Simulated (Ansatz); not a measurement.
## Electronic structure of C₂HF₃S in real space

```xyz
7

C     1.4285    1.2426   -0.1050
C     1.3766   -0.2336   -0.4649
F     0.9398    1.9341   -1.1211
F     1.8704   -0.9845    0.5181
F     2.1074   -0.4260   -1.5802
S     1.9530    1.8956    1.2527
H     0.3320   -0.5343   -0.6722
```

Geometry: PBE0-D3(BJ)/def2-SVP.

The calculation used isolated molecule in a Gaussian basis; Kohn-Sham density functional theory, functional PBE0 (Ansatz 0.2.0).

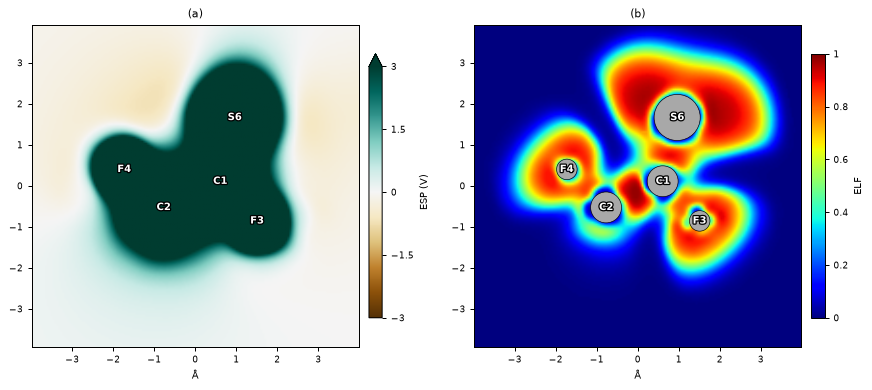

Figure 1. (a) molecular electrostatic potential; (b) ELF on the plane of atoms C2, C1 and F3. Grey discs cover the atomic cores in the ELF map.

### What does the map show?

The section cuts through C, F and S sites.
C–F (1.32 Å): the ELF peaks at about 0.85 between the atoms: a shared but strongly polarised pair.
C–C (1.52 Å): the ELF peaks at about 1 between the atoms (a covalent bond).
C–S (1.60 Å): the ELF peaks at about 0.90 between the atoms: localised, covalent bonding.
The ELF also peaks beside F3, F4 and S6, away from the bonds: lone-pair regions.
Outside the dense part of the molecule the potential is most negative (−0.7 V) near F4.

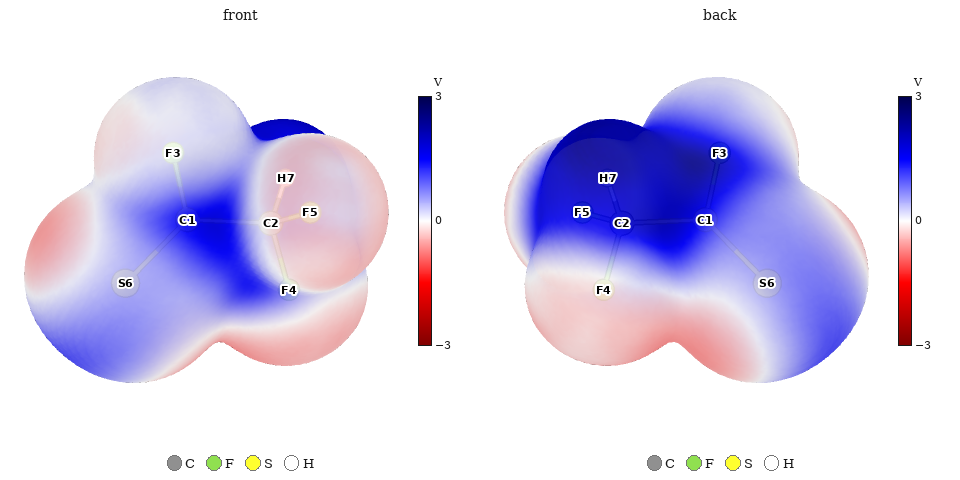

Figure 2. The molecular electrostatic potential painted on the density surface at 0.004 e/bohr³, seen from the front and from behind; red is negative and blue positive.

### Which sites attract a positive test charge, and which a negative one?

A positive charge is drawn to the negative regions and a negative charge to the positive ones. The most negative region (about −0.6 V) lies over F4 and S6, the most positive (about +2.3 V) over C1 and H7.

### What dipole moment does the calculation give?

Its dipole moment is 1.40 D.

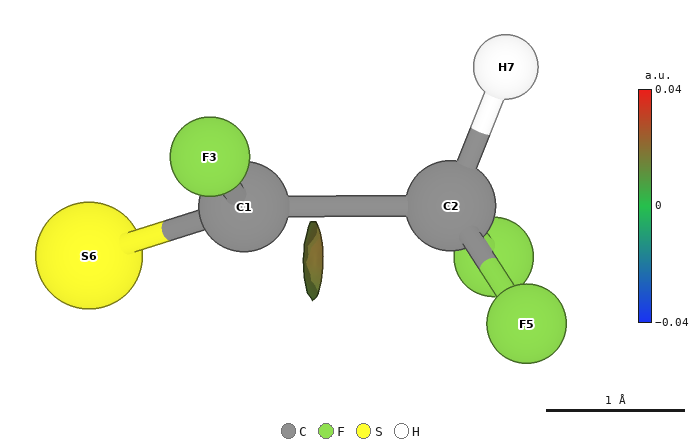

Figure 3. Non-covalent interaction (NCI) plot: the surface where the reduced density gradient is 0.5, for densities under 0.05 a.u., coloured by sign(λ₂)ρ; seen from one side.

### Which non-covalent interactions does the plot reveal?

In the angle between F4, C1 and C2: mostly steric crowding (olive to red).
